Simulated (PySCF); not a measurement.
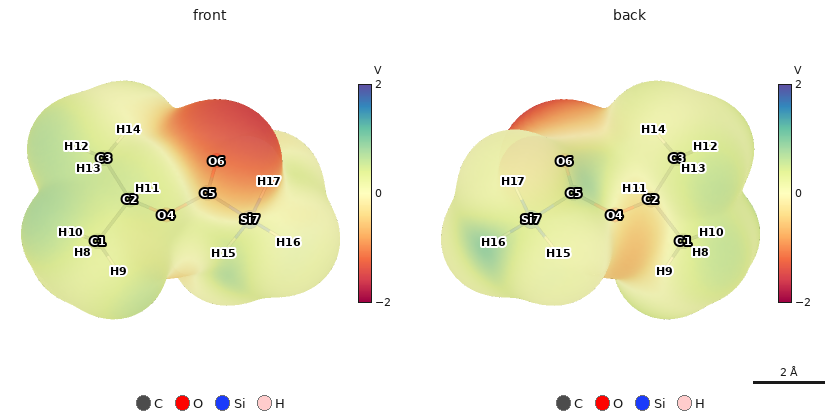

Figure. C4H10O2Si. The molecular electrostatic potential painted on the density surface at 0.001 e/bohr³, seen from the front and from behind; red is negative and blue positive.

Geometry: GFN2-xTB.

Theory: PBE0/def2-SVPD, SCF density, gas phase in PySCF.

```xyz
17

C    -1.3858   -1.5578   -0.5681
C    -0.9902   -0.3368    0.2481
C    -1.6886    0.9297   -0.2335
O     0.4365   -0.1777    0.1162
C     1.0995    0.4422    1.0910
O     0.5812    0.8762    2.0919
Si    2.9698    0.5289    0.6836
H    -1.1537   -1.3910   -1.6171
H    -0.8416   -2.4346   -0.2265
H    -2.4516   -1.7407   -0.4636
H    -1.2075   -0.4935    1.3129
H    -2.7644    0.8201   -0.1299
H    -1.4461    1.1136   -1.2780
H    -1.3652    1.7812    0.3604
H     3.1378    0.0435   -0.6825
H     3.6748   -0.3125    1.6490
H     3.3881    1.9211    0.8295
```

Which sites attract a positive test charge, and which a negative one?

A positive charge is drawn to the negative regions and a negative charge to the positive ones. The most negative region (about −1.5 V) lies over O6, the most positive (about +0.8 V) over Si7. O6 is the likeliest acceptor of a hydrogen bond.
